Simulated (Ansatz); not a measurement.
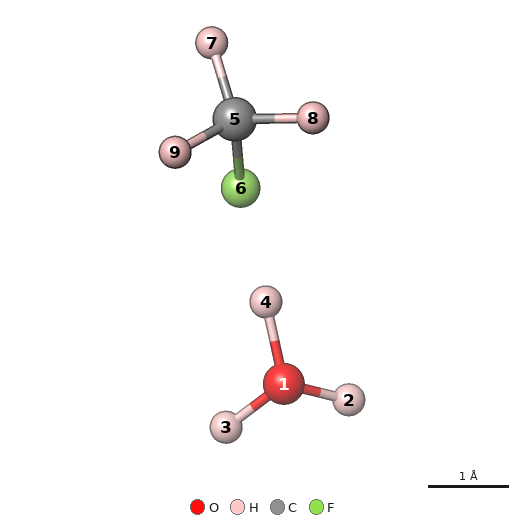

Simulated data, not a measurement (program: Ansatz).

Orthographic view. Atoms fade into the background with distance from the viewer. The species has charge +1 and is a spin singlet. Geometry: a pair of rigid molecules at a changed separation.

List the bonded neighbours of every atom.

O1: H2, H3, H4
H2: O1
H3: O1
H4: O1
C5: F6, H7, H8, H9
F6: C5
H7: C5
H8: C5
H9: C5
